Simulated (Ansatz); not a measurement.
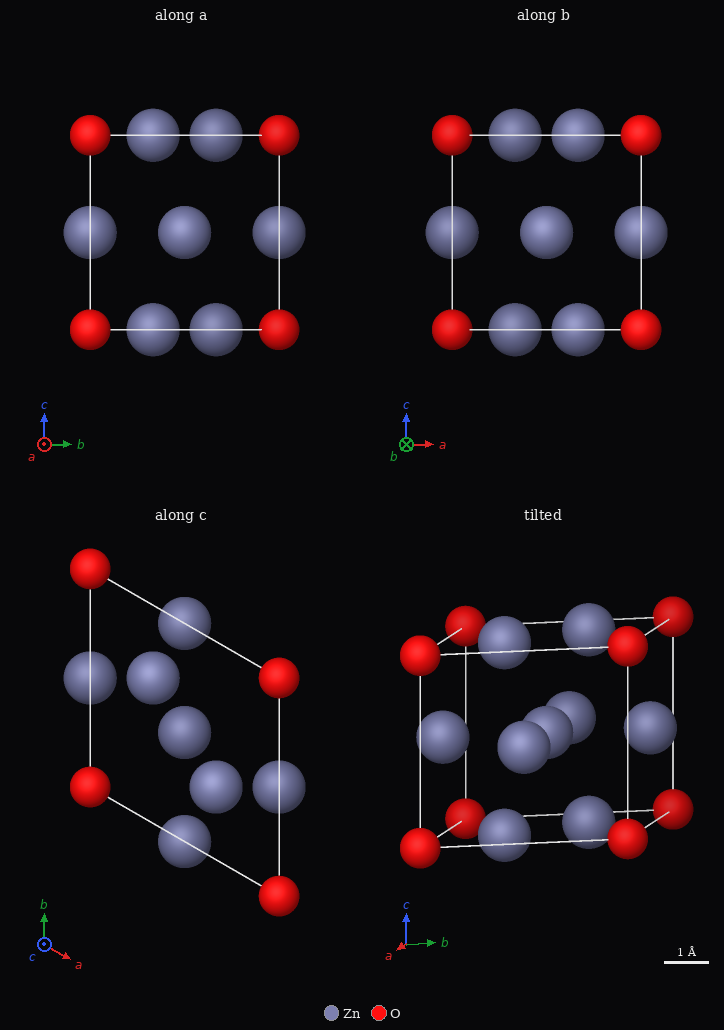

The figure gives a spheres-only picture of the atoms, viewed along the a axis, along the b axis, along the c axis and slightly off an axis. The conventional unit cell is outlined; an atom on or near a face, edge or corner is repeated at each equivalent position.

Lattice parameters: a = 4.9838 Å, b = 4.9838 Å, c = 4.4425 Å, α = 90.000°, β = 90.000°, γ = 120.000°.

**Put the structure into a CIF with its space group and independent sites.**

```cif
data_structure
_symmetry_space_group_name_H-M 'P 6/m m m'
_symmetry_Int_Tables_number 191
_cell_length_a 4.9838
_cell_length_b 4.9838
_cell_length_c 4.4425
_cell_angle_alpha 90.000
_cell_angle_beta 90.000
_cell_angle_gamma 120.000
_cell_volume 95.56
loop_
_atom_site_label
_atom_site_type_symbol
_atom_site_symmetry_multiplicity
_atom_site_Wyckoff_symbol
_atom_site_fract_x
_atom_site_fract_y
_atom_site_fract_z
_atom_site_occupancy
Zn1 Zn 3 g 0.0000 0.5000 0.5000 1
Zn2 Zn 2 c 0.3333 0.6667 0.0000 1
O1 O 1 a 0.0000 0.0000 0.0000 1
```

Source of the structure: a structure type filled with these elements by a generator (whether the compound takes this form wasn't checked). The final geometry of a relaxation with Ansatz, DFT PBE, scalar-relativistic, plane waves, PAW is shown.
